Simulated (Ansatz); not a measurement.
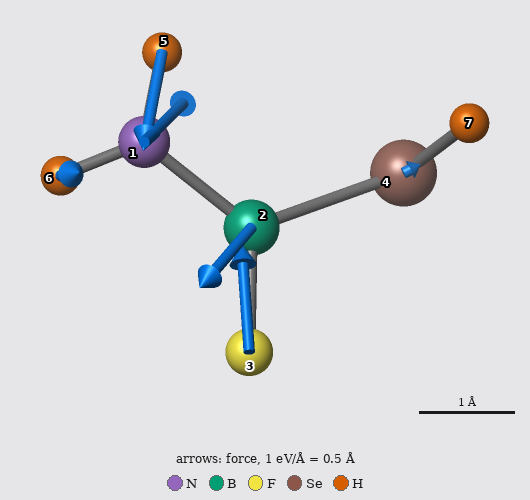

Starting geometry of BNH$_{3}$SeF (coarse preliminary run) with the computed forces as blue arrows. Style: ball-and-stick. Shown at a tilt.

The start comes from a force field.

All numbers below come from Ansatz 0.2.0, RKS PBE-D4/def2-SVP.

Input
```yaml
crystal:
  periodic: [false, false, false]
  atoms:
    - {symbol: N, position_ang: [-0.152400, 0.868900, 0.821700]}
    - {symbol: B, position_ang: [0.209100, -0.434700, 0.230800]}
    - {symbol: F, position_ang: [1.017400, -1.317800, 0.990900]}
    - {symbol: Se, position_ang: [-0.305300, -0.967300, -1.618800]}
    - {symbol: H, position_ang: [-0.821900, 1.374400, 0.096500]}
    - {symbol: H, position_ang: [-0.783200, 0.730900, 1.652700]}
    - {symbol: H, position_ang: [0.897600, -0.322400, -2.219600]}
basis:
  gaussian: {orbitals: def2-SVP}
hamiltonian: {xc: pbe, dispersion: d4}
relax: {f_tol: 0.03, max_steps: 200}
```

Run as
```bash
ansatz run in.yaml --threads 2 --pin off --events-out ev --progress --plain --max-ram 4352MiB
```

> Is this structure relaxed? If not, where do the atoms go?

It isn't relaxed: the largest force vector, on N1, is 3.27 eV/Å. The final displacements have little in common with the starting forces (cosine between the two patterns 0.22). After 11 geometry steps the energy has fallen by 0.971 eV. The largest force component goes from 2.6 to 0.02 eV/Å. The atom that moves furthest after the best rigid fit is H7 (1.07 Å). Largest moves by element: H 1.07 Å, Se 0.84 Å, N 0.41 Å, F 0.38 Å, B 0.27 Å. Near-neighbour distances that change, for instance: N1–H5 1.109 → 1.017 Å, N1–B2 1.476 → 1.405 Å, B2–F3 1.418 → 1.349 Å, N1–H6 1.052 → 1.020 Å. Among the angles between lasting bonds that change: B2–N1–H5 106.8° → 124.2°, H5–N1–H6 102.4° → 114.5°, B2–N1–H6 110.3° → 121.3°. Groups turn about B2–Se4 by about 90°.
